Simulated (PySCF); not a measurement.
# As$_{3}$PS$_{3}$: what the fields show

The calculation's input:

```
{"job": {"kind": "uv", "xc": "wB97X-D", "basis": "def2-SVPD", "ip": false, "nstates": 10}, "charge": 0, "multiplicity": 1}
P      1.593559     0.299116     0.643760
S      0.805611     1.771163    -0.641897
As    -1.202599     0.979424    -1.234177
As    -1.780569    -0.318385     0.792248
S      0.033705     0.065303     2.042374
As    -0.751715    -1.452744    -1.150103
S      1.393867    -1.445888    -0.520755
```

Command:

```sh
OMP_NUM_THREADS=1 python probes_run.py task.json out
```

Geometry: PBE0-D3(BJ)/def2-SVP.

Computed with wB97X-D/def2-SVPD, SCF density, gas phase (PySCF).

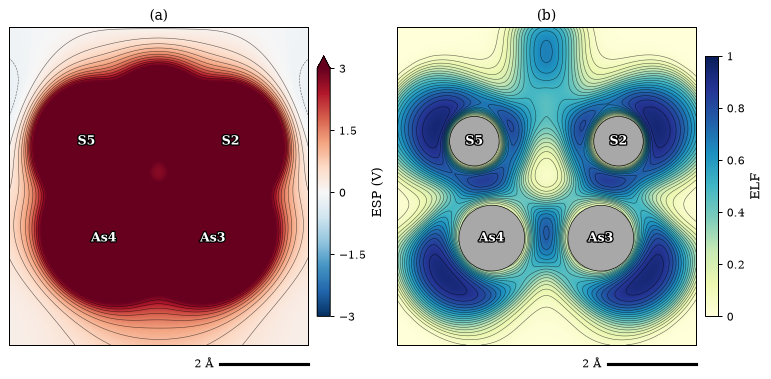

Figure 1. (a) electrostatic potential; (b) ELF on the plane of atoms As3, As4 and S5. Grey discs cover the atomic cores in the ELF map.

Interpret the plot.

Answer.
- Atoms in the plane: S and As.
- As–S (2.24 Å): the ELF peaks at about 0.85 between the atoms (a covalent bond).
- As–As (2.47 Å): the ELF peaks at about 0.75 between the atoms, as expected for a covalent bond.
- The ELF also peaks beside As4, As3, S2 and S5, away from the bonds: lone-pair regions.
- The potential has no marked negative region in this plane.

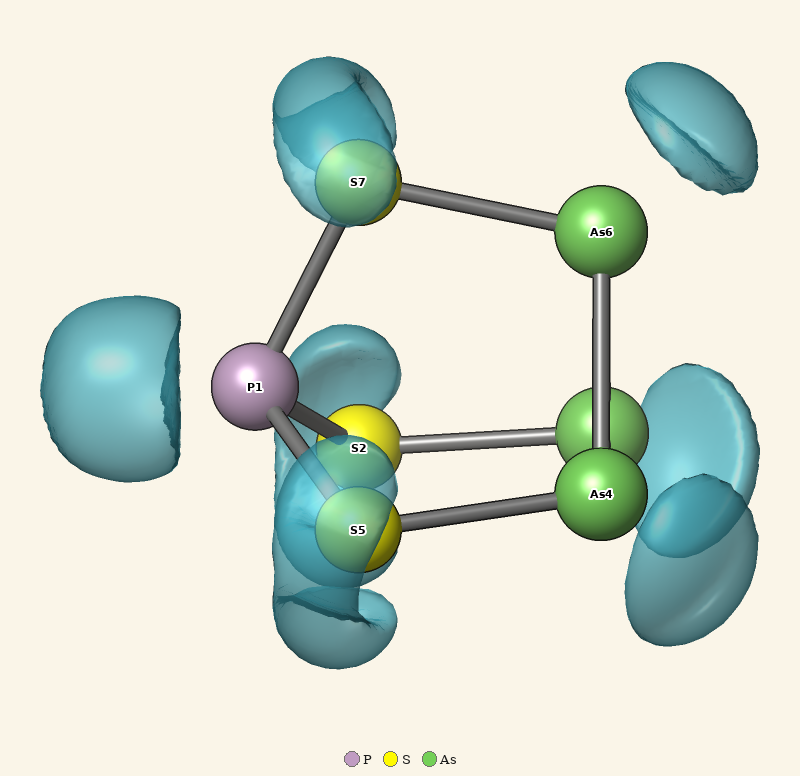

Figure 2. Isosurface of the electron localisation function at 0.9 (cyan), seen from one side. Core shells and regions of very low density are left out.

Describe the localisation domains.

Answer. The surface consists of three lobes on As, pointing away from the bonds (lone pairs), one lobe on P, pointing away from the bonds (lone pairs) and three regions wrapped around S (its lone pairs, merged into a ring or cap). Along the contacts the grid gives the following. P–S (2.11 Å): the ELF peaks at about 0.90 between the atoms: a covalent bond.

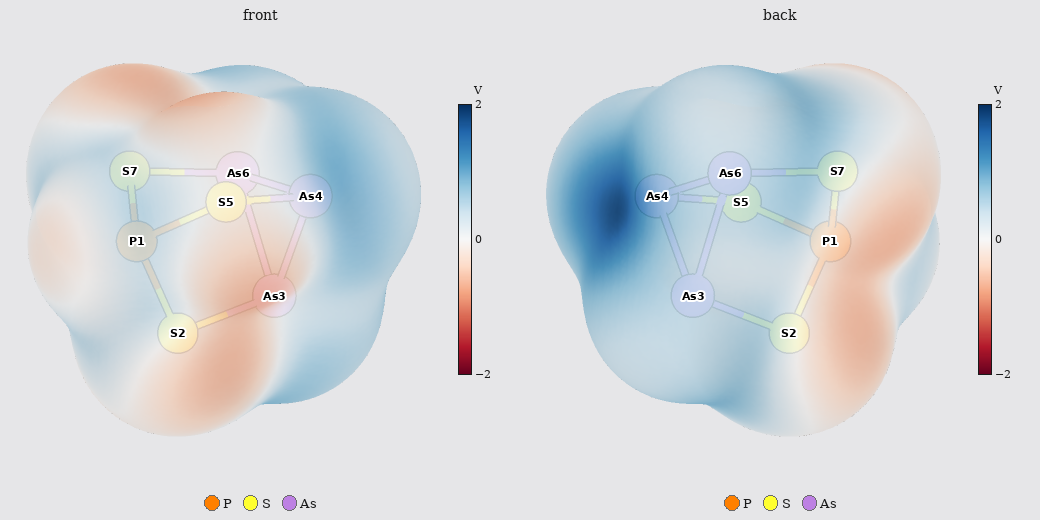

Figure 3. The molecular electrostatic potential painted on the density surface at 0.002 e/bohr³, seen from the front and from behind; the colour scale runs from red (negative) to blue (positive).

Describe the electrostatic potential map.

Answer. The most negative region (about −0.6 V, or −14 kcal/mol for a unit charge) lies over S2, S5 and S7, the most positive (about +1.8 V, or +42 kcal/mol for a unit charge) over As3, As4 and As6.

How polar is the molecule by this calculation?

Answer. Its dipole moment is 1.90 D.
